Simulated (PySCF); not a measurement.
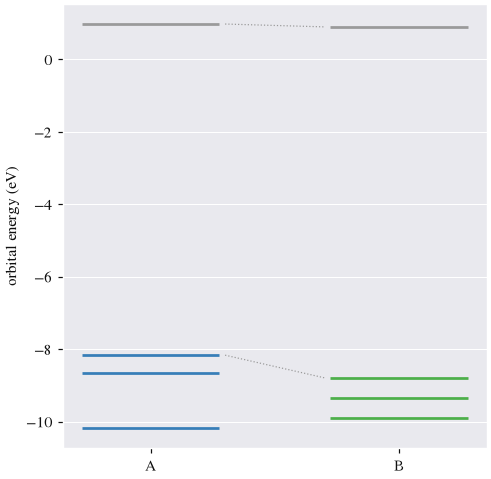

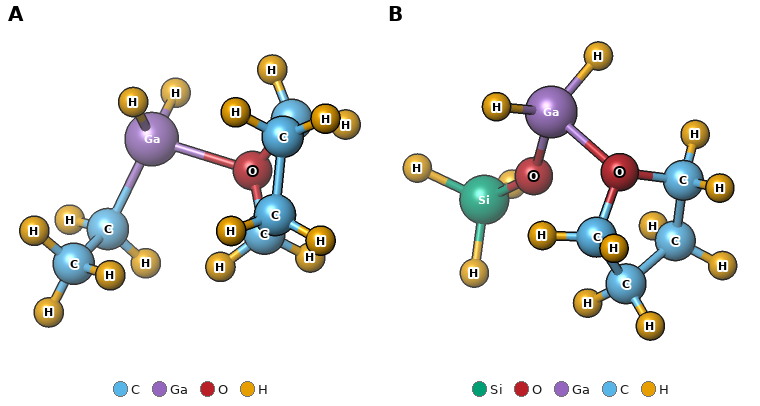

Related molecules: A is C₆H₁₅GaO, SMILES C[CH2][GaH2-][O+]1CCCC1, singlet; B is C₄H₁₃GaO₂Si, SMILES [SiH3][O][GaH2-][O+]1CCCC1, singlet. Frontier orbital energies, CAM-B3LYP/def2-SVPD in PySCF, at a PBE0-D3(BJ)/def2-SVP geometry (no frequency check); drawn are at most three filled levels and, in grey, the LUMO with any level within 0.03 eV of it; dotted lines join the HOMOs and the LUMOs.

> What does the change do to the frontier levels?

From A to B the HOMO falls by 0.63 eV and the LUMO falls by 0.08 eV, so the separation goes from 9.14 to 9.69 eV.

> Does the ΔSCF ionisation energy follow the HOMO?

A: −ε(HOMO) 8.17, ΔSCF 8.89 eV; B: −ε(HOMO) 8.79, ΔSCF 9.51 eV.

Caveats, for all or some of the runs: empty levels above zero depend strongly on the basis; one conformer of a flexible molecule.
